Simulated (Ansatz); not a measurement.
```yaml
atoms:
  - { symbol: W, position_ang: [0.2165, 0.2280, -0.2498] }
  - { symbol: Cl, position_ang: [0.6630, -0.2731, 3.2891] }
  - { symbol: F, position_ang: [1.6956, -0.7492, 0.3567] }
  - { symbol: F, position_ang: [-0.6658, 1.7635, -0.9484] }
  - { symbol: F, position_ang: [-1.2116, 0.3961, 0.9595] }
  - { symbol: F, position_ang: [-0.5284, -1.4882, -0.5099] }
  - { symbol: O, position_ang: [0.8297, 0.1672, -2.0369] }
  - { symbol: H, position_ang: [0.5231, 0.7945, -2.7207] }
  - { symbol: N, position_ang: [1.3687, 1.6580, 0.6378] }
  - { symbol: H, position_ang: [2.2824, 1.4641, 1.0613] }
  - { symbol: H, position_ang: [1.1384, 2.6574, 0.5900] }
  - { symbol: H, position_ang: [0.6795, 0.9073, 2.6520] }
```

Core potentials replace the inner electrons of W; not at a stationary point (largest force 1.2 eV/Å).

Theory: RKS PBE/def2-SVP (Ansatz 0.2.0).

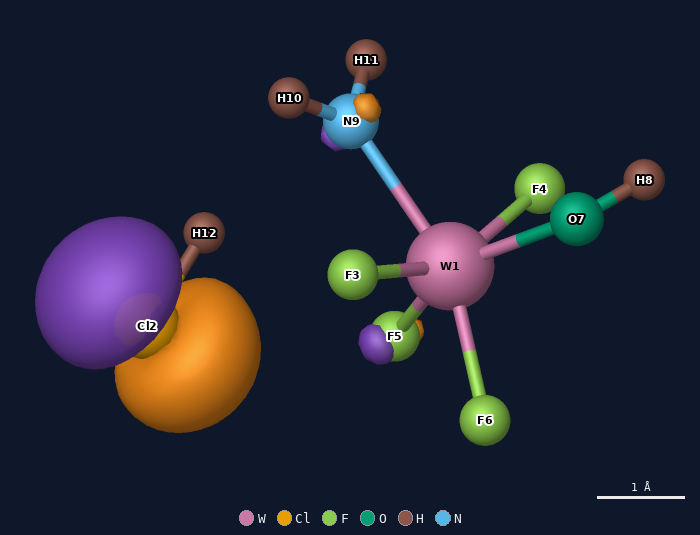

F₄H₃NOW···HCl. The HOMO−1 at ±0.2 Å⁻³ᐟ² (orange and purple are the two phases), seen at a tilt.

Q: What is the character of this orbital?

A: It lies mainly on Cl2 (about 90 %); largely a lone pair of Cl2. Its energy is −7.36 eV.
